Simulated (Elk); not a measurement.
Band structure of Tc3Sn (Fm-3m, 4 atoms in the cell).

```
CELL_PARAMETERS angstrom
      0.00000     3.20741     3.20741
      3.20741     0.00000     3.20741
      3.20741     3.20741     0.00000
ATOMIC_POSITIONS crystal
  Tc 0.25000 0.25000 0.25000
  Tc 0.75000 0.75000 0.75000
  Tc 0.50000 0.50000 0.50000
  Sn 0.00000 0.00000 0.00000
```

Computed with Elk with LDA (PW92), all-electron FP-LAPW, Elk's shipped species files, APW+lo basis with extra local orbitals.

Settings: rgkmax = 8; stype = 0; swidth = 0.00183747 Ha; ngridk = 9 9 9; gmaxvr = 18 1/bohr; lmaxapw = 10; lmaxo = 8; nxlo = 2; lorbcnd = true; lradstp = 2; nrmtscf = 2; rmtscf = 0.95; lmaxi = 4; maxscl = 100.

The starting cell comes from a database of computed structures (which also holds hypothetical and non-ambient phases and stackings), without a prior relaxation at this level. Its lattice was rescaled by a random factor within 2.5 % of one. Spin polarisation is off. Values depend on the basis (sphere radii, cutoffs, local orbitals), which need not be converged.

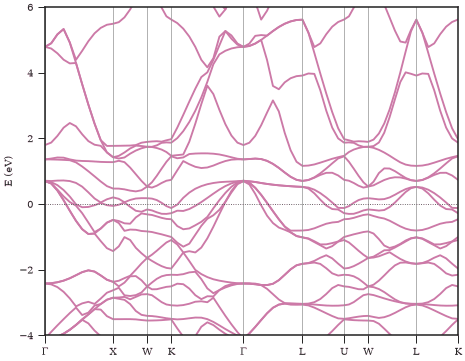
*Bands along the path, energies from the Fermi level.*

Levels in eV from the Fermi level, bands 30 to 37:
```csv
point,30,31,32,33,34,35,36,37
Γ,0.70,0.70,0.71,0.71,0.71,1.36,1.36,1.80
X,-1.43,-0.48,-0.48,-0.06,0.20,0.47,1.28,1.42
W,-1.64,-0.83,-0.31,-0.17,0.18,0.53,0.53,1.74
K,-1.10,-1.00,-0.46,-0.28,-0.12,0.74,1.45,1.47
L,-1.02,-1.02,-0.81,0.52,0.52,0.70,0.70,1.16
U,-1.10,-1.00,-0.46,-0.28,-0.12,0.74,1.45,1.47
```

Bands cross the Fermi level along this path, so the cell is metallic at this level.
